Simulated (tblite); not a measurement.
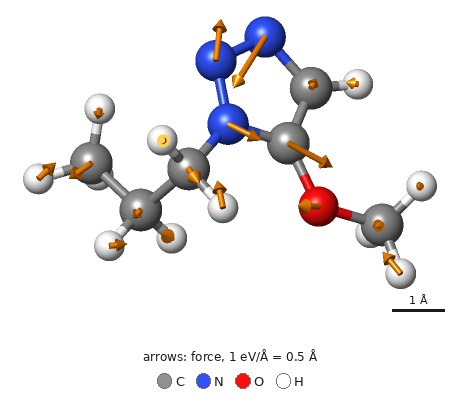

Starting geometry of C6H11N3O with the computed forces as orange arrows. A ball-and-stick model, seen at a tilt.

The calculation used GFN2-xTB geometry optimisation, gas phase (tblite 0.8.0). 

Q: What follows when this structure is relaxed?

A: It isn't relaxed: the largest force vector, on an N atom, is 2.91 eV/Å. The final displacements have little in common with the starting forces (cosine between the two patterns 0.22). After 99 geometry steps the energy has fallen by 67.2 kJ/mol. An H atom moves most after the best rigid fit: 1.03 Å. By element the largest moves are H 1.03 Å, N 0.22 Å, C 0.14 Å, O 0.10 Å. Near-neighbour distances that change, for instance: N–N 1.331 → 1.275 Å, C–H 1.136 → 1.094 Å, C–O 1.383 → 1.349 Å, N–N 1.317 → 1.336 Å. Among the angles between lasting bonds that change: C–O–C 123.1° → 114.9°, C–N–N 130.0° → 123.1°, C–C–O 128.9° → 135.2°. Groups turn about C–C by about 55°.
